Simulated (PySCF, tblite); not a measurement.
# C3H9BN2S: geometry, infrared bands and NMR shifts

What infrared bands and NMR shifts should C3H9BN2S (`CC#[N+][B@H-](N)SC`) show?

The runs use tblite 0.8.0 and PySCF 2.14.0, with density-fitted response routines of our own; the level of theory stands in each step. All values are computed, except where a source is named. Atoms are numbered from 0 throughout.

**1. Starting geometry**

16 atoms, charge 0, multiplicity 1; geometry from: force field or distance geometry start.

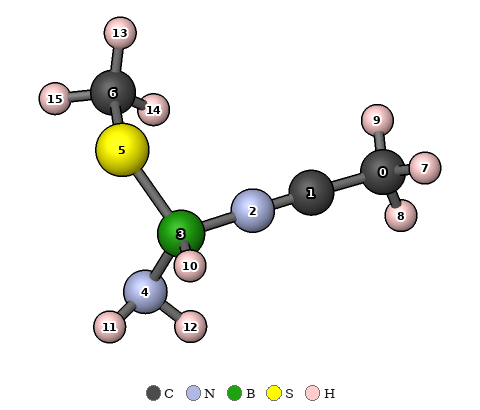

The starting geometry (carbon dark grey, nitrogen light blue, boron green, sulfur yellow, hydrogen pink), atoms numbered; sticks join atoms by distance.

**2. Relaxing the molecule with GFN2-xTB**

What the job is given:

```
{"job": {"kind": "relax", "xc": "GFN2-xTB", "basis": "xTB"}, "charge": 0, "multiplicity": 1}
C     -2.883200     0.858500    -0.080400
C     -1.597800     0.215200    -0.323900
N     -0.554400    -0.329600    -0.505500
B      0.723600    -1.019100    -0.760000
N      0.944000    -2.083300     0.368300
S      2.083500     0.257300    -0.822100
C      2.147600     1.365600     0.589700
H     -3.428200     0.996700    -1.040500
H     -3.494300     0.206500     0.588800
H     -2.718300     1.801600     0.440100
H      0.672600    -1.646600    -1.792700
H      1.555400    -2.867700    -0.008600
H     -0.017700    -2.529800     0.477300
H      2.288000     2.420000     0.234800
H      1.227400     1.258000     1.194300
H      3.044200     1.105500     1.231500
```

On the command line:

```console
$ OMP_NUM_THREADS=1 python probes_run.py task.json out
```

One launch serves the whole session: the jobs run in the order shown.

**Question.** This job is followed by: GFN2-xTB harmonic vibrations, gas phase; GIAO PBE0/pcSseg-1 NMR shielding, non-relativistic, gas phase. What will the session give for the following? strongest single infrared mode (GFN2-xTB); zero-point energy (GFN2-xTB); ¹³C shifts against TMS (PBE0/pcSseg-1); ¹H shifts against TMS (PBE0/pcSseg-1, means over atoms taken as alike); ¹⁵N shifts against NH3 (PBE0/pcSseg-1); ¹¹B shifts against BF3·OEt2 (PBE0/pcSseg-1); ³³S shifts against CS2 (PBE0/pcSseg-1).

As calculated:

| quantity | value |
| --- | --- |
| strongest single infrared mode (GFN2-xTB) | 562 cm⁻¹, 225 km/mol |
| zero-point energy (GFN2-xTB) | 76.7 kcal/mol |
| ¹³C shifts against TMS (PBE0/pcSseg-1) | 124.1, 12.2, 2.4 ppm |
| ¹H shifts against TMS (PBE0/pcSseg-1, means over atoms taken as alike) | 3.50, 2.44, 1.94, -0.28 ppm |
| ¹⁵N shifts against NH3 (PBE0/pcSseg-1) | 230.2, 10.8 ppm |
| ¹¹B shifts against BF3·OEt2 (PBE0/pcSseg-1) | -15.8 ppm |
| ³³S shifts against CS2 (PBE0/pcSseg-1) | -1 ppm |

In words: Relaxing lowered the energy by 0.861 eV in 189 steps; the close pair that moved most is B3–S5, from 1.866 to 1.992 Å. The lowest mode is imaginary (21i cm⁻¹), so the xTB geometry is not a minimum. The strongest single mode, at 562 cm⁻¹, is spread over several atoms, H12, H11, B3, N4 among them. Unscaled tight-binding wavenumbers are off by several per cent, some by more. Its intensities can rank the bands wrongly. At PBE0/pcSseg-1: The widest tensor belongs to N2: span 478 ppm, with a paramagnetic part of -295 ppm.
